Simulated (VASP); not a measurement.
# Co: surface energy and work function by face

Aim: compare the low-index faces of Co at one level of theory.

Program: VASP 6.6.1. Level of theory: PBEsol, spin-polarised from a ferromagnetic start; plane waves and PAW (Co). Results are calculated unless marked as measured.

### 1. The starting structure

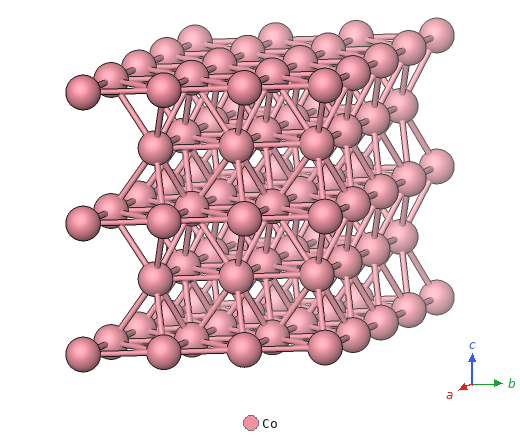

The starting structure, seen slightly off an axis (cobalt pink). 4×3×2 cells are drawn. Some periodic images of atoms are drawn too.

Structure file:

```xyz
2
Lattice="2.5100 0.0000 0.0000 -1.2550 2.1737 0.0000 0.0000 0.0000 4.0712" Properties=species:S:1:pos:R:3 pbc="T T T"
Co    0.0000    0.0000    0.0000
Co    0.0000    1.4491    2.0356
```

### 2. The bulk reference, job relaxation, k-mesh 18×18×10

The bulk crystal is relaxed first, so that the slabs are cut at this functional's lattice.

Contents of INCAR:

```
SYSTEM = Co
PREC = Accurate
ENCUT = 420
EDIFF = 1E-06
NELM = 120
ISMEAR = 1
SIGMA = 0.15
LREAL = .FALSE.
ALGO = Normal
GGA = PS
NBANDS = 19
ISPIN = 2
MAGMOM = 2 2
LASPH = .TRUE.
LMAXMIX = 4
LORBIT = 11
LWAVE = .FALSE.
LCHARG = .FALSE.
KPAR = 4
IBRION = 2
NSW = 30
ISIF = 3
EDIFFG = -0.01
POTIM = 0.4
```

Contents of POSCAR:

```
Co
1.0
    2.5100000000      0.0000000000      0.0000000000
   -1.2550000000      2.1737237635      0.0000000000
    0.0000000000      0.0000000000      4.0712200000
Co
2
Direct
    0.0000000000      0.0000000000      0.0000000000
    0.3333333333      0.6666666667      0.5000000000
```

Contents of KPOINTS:

```
Automatic mesh
0
Gamma
18 18 10
0 0 0
```

PAW data sets: Co (PBE family, release 64).

Run with:

```sh
> mpirun -np 4 vasp_std
```

The log of the run:

```text
[banner, memory and clock lines left out]
running    4 mpi-ranks, on    1 nodes
 distrk:  each k-point on    1 cores,    4 groups
 distr:  one band on    1 cores,    1 groups

 POSCAR found type information on POSCAR Co
 POSCAR found :  1 types and       2 ions
|                                                                             |
|               ----> ADVICE to this user running VASP <----                  |
|                                                                             |
|     You enforced a specific xc type in the INCAR file but a different       |
|     [... a line on the potential file left out ...]
|     I HOPE YOU KNOW WHAT YOU ARE DOING!                                     |
|                                                                             |

 LDA part: xc-table for (Slater+PW92), standard interpolation
 POSCAR, INCAR and KPOINTS ok, starting setup
 FFT: planning ... GRIDC
 FFT: planning ... GRID_SOFT
 FFT: planning ... GRID
 WAVECAR not read
 entering main loop
       N       E                     dE             d eps       ncg     rms          rms(c)
DAV:   1     0.742647129314E+02    0.74265E+02   -0.68500E+03 17808   0.106E+03
DAV:   2    -0.143658158516E+02   -0.88631E+02   -0.80082E+02 17148   0.204E+02
DAV:   3    -0.178585625802E+02   -0.34927E+01   -0.33719E+01 18788   0.511E+01
DAV:   4    -0.179194863538E+02   -0.60924E-01   -0.60876E-01 21947   0.570E+00
DAV:   5    -0.179207845443E+02   -0.12982E-02   -0.12981E-02 19320   0.717E-01    0.155E+01
DAV:   6    -0.159519527575E+02    0.19688E+01   -0.10063E+01 18472   0.646E+01    0.743E+00
DAV:   7    -0.154371139038E+02    0.51484E+00   -0.16029E+00 19055   0.238E+01    0.380E+00
DAV:   8    -0.154150034777E+02    0.22110E-01   -0.16684E-02 23271   0.119E+00    0.154E+00
DAV:   9    -0.153992787129E+02    0.15725E-01   -0.28698E-03 26272   0.979E-01    0.438E-01
DAV:  10    -0.153979809767E+02    0.12977E-02   -0.57312E-04 22048   0.282E-01    0.779E-02
DAV:  11    -0.153978790228E+02    0.10195E-03   -0.38423E-05 22917   0.777E-02    0.341E-02
DAV:  12    -0.153978760342E+02    0.29886E-05   -0.35654E-06 17593   0.203E-02    0.200E-02
DAV:  13    -0.153978735479E+02    0.24863E-05   -0.16879E-06 11961   0.157E-02    0.405E-03
DAV:  14    -0.153978735306E+02    0.17251E-07   -0.47759E-07  9939   0.613E-03
   1 F= -.15397874E+02 E0= -.15398055E+02  d E =-.153979E+02  mag=     3.2040
 curvature:   0.00 expect dE= 0.000E+00 dE for cont linesearch  0.000E+00
 trial: gam= 0.00000 g(F)=  0.184E-49 g(S)=  0.267E+00 ort = 0.000E+00 (trialstep = 0.100E+01)
 search vector abs. value=  0.267E+00
 bond charge predicted
       N       E                     dE             d eps       ncg     rms          rms(c)
DAV:   1    -0.188116271400E+02   -0.34138E+01   -0.26925E+01 18447   0.865E+01    0.160E+01
DAV:   2    -0.159130244889E+02    0.28986E+01   -0.72058E+00 18425   0.615E+01    0.875E+00
DAV:   3    -0.155230026344E+02    0.39002E+00   -0.89693E-01 18357   0.182E+01    0.413E+00
DAV:   4    -0.154726991888E+02    0.50303E-01   -0.18519E-02 19798   0.116E+00    0.141E+00
DAV:   5    -0.154302378756E+02    0.42461E-01   -0.67187E-03 27209   0.106E+00    0.340E-01
DAV:   6    -0.154297291607E+02    0.50871E-03   -0.21457E-03 19016   0.555E-01    0.134E-01
DAV:   7    -0.154297873530E+02   -0.58192E-04   -0.50489E-05 19459   0.570E-02    0.675E-02
DAV:   8    -0.154297844622E+02    0.28909E-05   -0.54593E-06 20038   0.299E-02    0.308E-02
DAV:   9    -0.154297774577E+02    0.70045E-05   -0.69917E-07 12601   0.107E-02    0.525E-03
DAV:  10    -0.154297774718E+02   -0.14058E-07   -0.48961E-07  9012   0.713E-03
   2 F= -.15429777E+02 E0= -.15429687E+02  d E =-.319039E-01  mag=     3.0750
[...]
3 F= -.15478721E+02 E0= -.15478572E+02  d E =-.808479E-01  mag=     3.1355
[...]
4 F= -.15478709E+02 E0= -.15478559E+02  d E =-.808354E-01  mag=     3.1338
[...]
5 F= -.15478858E+02 E0= -.15478714E+02  d E =-.149124E-03  mag=     3.1316
[...]
6 F= -.15478864E+02 E0= -.15478721E+02  d E =-.155374E-03  mag=     3.1310
[...]
7 F= -.15478868E+02 E0= -.15478726E+02  d E =-.393927E-05  mag=     3.1331
 trial-energy change:   -0.000004  1 .order   -0.000012   -0.000069    0.000045
 step:   0.4844(harm=  0.5827)  dis= 0.00000  next Energy=   -15.478881 (dE=-0.162E-04)
 bond charge predicted
       N       E                     dE             d eps       ncg     rms          rms(c)
DAV:   1    -0.154790853969E+02   -0.21741E-03   -0.16480E-03 18468   0.723E-01    0.116E-01
DAV:   2    -0.154789218509E+02    0.16355E-03   -0.54708E-04 18599   0.497E-01    0.714E-02
DAV:   3    -0.154788868886E+02    0.34962E-04   -0.64170E-05 18303   0.161E-01    0.318E-02
DAV:   4    -0.154788841294E+02    0.27592E-05   -0.12125E-06 14695   0.118E-02    0.115E-02
DAV:   5    -0.154788819165E+02    0.22129E-05   -0.36101E-07  9029   0.960E-03    0.166E-03
DAV:   6    -0.154788818608E+02    0.55681E-07   -0.22269E-07  8529   0.489E-03
   8 F= -.15478882E+02 E0= -.15478739E+02  d E =-.175301E-04  mag=     3.1321
 curvature:  -0.27 expect dE=-0.649E-07 dE for cont linesearch -0.138E-07
 trial: gam= 0.00000 g(F)=  0.330E-50 g(S)=  0.238E-06 ort =-0.190E-05 (trialstep = 0.871E+00)
 search vector abs. value=  0.238E-06
 reached required accuracy - stopping structural energy minimisation
```

The job ended after 81 s (4 MPI ranks of Intel Xeon 6975P-C (Granite Rapids), shared host; peak memory 0.79 GiB; 4.8 min of CPU time).

The logs omit lines about the potential files and the build; timing stands in the text.

OUTCAR, selected parts (step 2):

```text
ion  position               nearest neighbor table
   1  0.000  0.000  0.000-   2 2.50   2 2.50   2 2.50   2 2.50   2 2.50   2 2.50
   2  0.333  0.667  0.500-   1 2.50   1 2.50   1 2.50   1 2.50   1 2.50   1 2.50

  LATTYP: Found a hexagonal cell.
 ALAT       =     2.5100000000
 C/A-ratio  =     1.6220000000

 Subroutine GETGRP returns: Found 24 space group operations
 (whereof 12 operations were pure point group operations)

The static configuration has the point symmetry D_3h.
 The point group associated with its full space group is D_6h.

 Found    222 irreducible k-points:

   k-points           NKPTS =    222   k-points in BZ     NKDIM =    222   number of bands    NBANDS=     19

   dimension x,y,z NGX =    18 NGY =   18 NGZ =   28
   dimension x,y,z NGXF=    36 NGYF=   36 NGZF=   56

   ENCUT  =  420.0 eV  30.87 Ry    5.56 a.u.   4.19  4.19  6.80*2*pi/ulx,y,z

   NELECT =      18.0000    total number of electrons

 k-points in reciprocal lattice and weights: Automatic mesh
   0.00000000  0.00000000  0.00000000       0.000
   0.05555556 -0.00000000  0.00000000       0.002
   0.11111111 -0.00000000  0.00000000       0.002
   0.16666667 -0.00000000  0.00000000       0.002
   0.22222222 -0.00000000  0.00000000       0.002
   0.27777778 -0.00000000  0.00000000       0.002
   0.33333333 -0.00000000  0.00000000       0.002
   0.38888889 -0.00000000  0.00000000       0.002
   0.44444444 -0.00000000  0.00000000       0.002
[...]
0.33333333  0.27777778  0.50000000       0.004
   0.33333333  0.33333333  0.50000000       0.001

 average (electrostatic) potential at core
       1 -77.4870       2 -77.4870

 E-fermi :  10.7813

 spin component 1
 k-point     1 :       0.0000    0.0000    0.0000
  band No.  band energies     occupation
    ...
      8       8.8722      1.00000
      9       8.8722      1.00000
     10      10.0740      1.00000
     11      10.0740      1.00000
     12      10.6483      1.00910
     13      17.6076      0.00000
     14      33.1154      0.00000
     15      36.1553      0.00000
     16      36.1553      0.00000
     17      36.3797      0.00000
    ...

 k-point     2 :       0.0556   -0.0000    0.0000
  band No.  band energies     occupation
    ...
      7       8.5456      1.00000
      8       8.8111      1.00000
      9       8.8366      1.00000
     10       9.4970      1.00000
     11      10.0896      1.00000
     12      11.3594     -0.00000
     13      17.6239      0.00000
     14      32.4006      0.00000
     15      34.3752      0.00000
     16      34.8125      0.00000
    ...

 k-point     3 :       0.1111   -0.0000    0.0000
  band No.  band energies     occupation
    ...
      7       8.4889      1.00000
      8       8.6871      1.00000
      9       8.7398      1.00000
     10       9.0079      1.00000
     11      10.1293      1.00000
     12      12.3924     -0.00000
     13      17.6772      0.00000
     14      30.2055      0.00000
     15      33.0904      0.00000
     16      33.4424      0.00000
    ...

 k-point     4 :       0.1667   -0.0000    0.0000
  band No.  band energies     occupation
    ...
      7       8.6223      1.00000
      8       8.6813      1.00000
      9       8.8196      1.00000
     10       8.9091      1.00000
     11      10.1784      1.00000
     12      13.5306     -0.00000
     13      17.7792      0.00000
     14      27.6146      0.00000
     15      31.4665      0.00000
     16      32.8390      0.00000
    ...

 k-point     5 :       0.2222   -0.0000    0.0000
  band No.  band energies     occupation
    ...
      7       8.6763      1.00000
      8       8.9462      1.00000
      9       8.9650      1.00000
     10       9.1912      1.00000
     11      10.2251      1.00000
     12      14.7555      0.00000
     13      17.9400      0.00000
     14      25.0672      0.00000
     15      29.9861      0.00000
     16      32.1343      0.00000
    ...

 k-point     6 :       0.2778   -0.0000    0.0000
  band No.  band energies     occupation
    ...
      7       8.5398      1.00000
      8       9.3077      1.00000
      9       9.3495      1.00000
     10       9.5057      1.00000
     11      10.2634      1.00001
     12      16.0564      0.00000
     13      18.1266      0.00000
     14      22.7253      0.00000
     15      28.6816      0.00000
     16      30.2942      0.00000
    ...

  Total       -0.0021284     -0.0021284      0.0018076      0.0000000      0.0000000      0.0000000
  in kB       -0.1651785     -0.1651785      0.1402855      0.0000000      0.0000000      0.0000000
  external PRESSURE =      -0.0633572 kB  Pullay stress =       0.0000000 kB

  energy-cutoff  :      420.00
  volume of cell :       20.64
      direct lattice vectors                 reciprocal lattice vectors
     2.453191221 -0.000000000 -0.000000000     0.407632308  0.235346623 -0.000000000
    -1.226595611  2.124525918  0.000000000     0.000000000  0.470693246 -0.000000000
     0.000000000  0.000000000  3.961113285     0.000000000  0.000000000  0.252454279

 POSITION                                       TOTAL-FORCE (eV/Angst)
 -----------------------------------------------------------------------------------
      0.00000      0.00000      0.00000        -0.000000     -0.000000     -0.000000
     -0.00000      1.41635      1.98056         0.000000      0.000000      0.000000
 -----------------------------------------------------------------------------------
    total drift:                               -0.000000      0.000000     -0.000000

  FREE ENERGIE OF THE ION-ELECTRON SYSTEM (eV)
  ---------------------------------------------------
  free  energy   TOTEN  =       -15.4788818608 eV

  energy  without entropy=      -15.4784546802  energy(sigma->0) =      -15.47873947

 reached required accuracy - stopping structural energy minimisation

 total charge
# of ion       s       p       d       tot
------------------------------------------
    1        0.510   0.570   7.293   8.373
    2        0.510   0.570   7.293   8.373
--------------------------------------------------
tot          1.021   1.139  14.586  16.746

 magnetization (x)
# of ion       s       p       d       tot
------------------------------------------
    1       -0.015  -0.053   1.641   1.573
    2       -0.015  -0.053   1.641   1.573
--------------------------------------------------
tot         -0.031  -0.106   3.282   3.145

[... 6 further parts left out ...]
```

The magnetic state follows from one typed start and may not be the lowest. The PAW data sets were made with PBE, which is usual practice but a small mismatch for other functionals. The run keeps the 24 symmetry operations of its start, so it cannot find a distortion of lower symmetry.

Relaxation path:

| step | energy less that of the first step (eV) | largest force (eV/Å) | pressure (GPa) | volume (Å³) |
| --- | --- | --- | --- | --- |
| 1 | 0.0000 | 0.0000 | -15.48 | 22.21 |
| 2 | -0.0319 | 0.0000 | 15.35 | 19.57 |
| 3 | -0.0808 | 0.0000 | -0.08 | 20.66 |
| 4 | -0.0808 | 0.0000 | 0.23 | 20.63 |
| 5 | -0.0810 | 0.0000 | 0.26 | 20.62 |
| 6 | -0.0810 | 0.0000 | 0.27 | 20.62 |
| 7 | -0.0810 | 0.0000 | -0.18 | 20.66 |
| 8 | -0.0810 | 0.0000 | -0.01 | 20.64 |

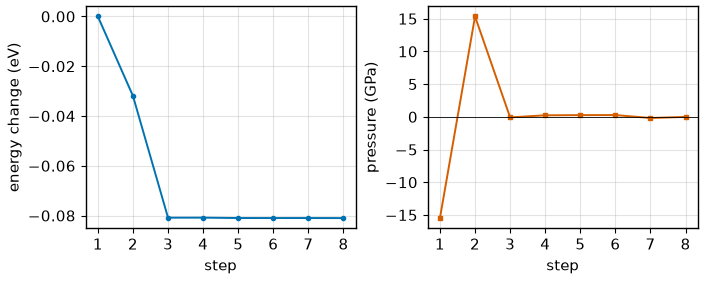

Energy and pressure along the relaxation.

| conventional cell, symmetrised | before | after | change |
| --- | --- | --- | --- |
| a (Å) | 2.510 | 2.453 | -2.3 % |
| b (Å) | 2.510 | 2.453 | -2.3 % |
| c (Å) | 4.071 | 3.961 | -2.7 % |
| volume (Å³/atom) | 11.11 | 10.32 | -7.1 % |

Final coordinates:

```xyz
2
Lattice="2.4532 0.0000 0.0000 -1.2266 2.1245 0.0000 0.0000 0.0000 3.9611" Properties=species:S:1:pos:R:3 pbc="T T T"
Co    0.0000    0.0000    0.0000
Co    0.0000    1.4164    1.9806
```

This step gave:

* electronic cycles: 61
* electrons: 18
* free energy (TOTEN): -15.48 eV
* energy at zero smearing: -15.48 eV
* Fermi energy: 10.78 eV
* moment of the cell, from the last line of the log: 3.13 μB
* metallic: yes

Spin moment in the PAW sphere by atom:

| atom | spin moment in the PAW sphere (μB) |
| --- | --- |
| Co1 | 1.57 |
| Co2 | 1.57 |

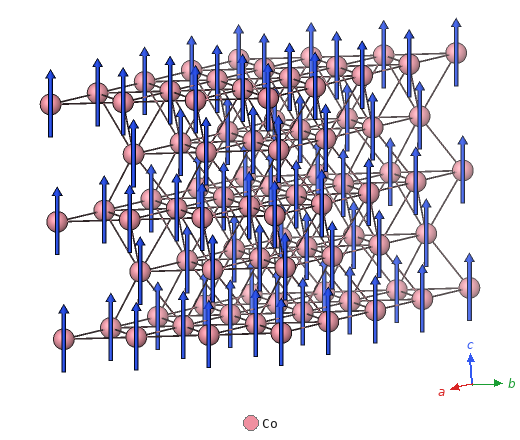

Spin moment in the PAW sphere as arrows, the longest 1.57 μB. Up and down stand for the sign. Arrows give size and sign along the axis of quantisation, drawn up and down the page. 4×3×2 cells are drawn. Some periodic images of atoms are drawn too.

The run ended after 8 ionic steps, 0.081 eV below its first step, once forces and stress met EDIFFG = -0.01.

Energy at zero smearing: -15.47874 eV.

(Continued in part 2 of 5.)

[Lines on the potential files, build, host, timing and source positions are cut from VASP's logs without a mark.]

[Logs are printed without paths, hosts, clocks, repeated set-up lines and the standing remarks that a program may print on its own settings, such as how far it seeks lower states.]

[Hosts, paths, dates, database ids (printed as entryN), source tags and the programs' standing remarks are cut or masked in the printed files.]

[Runs that stopped without an error message from VASP are left out.]
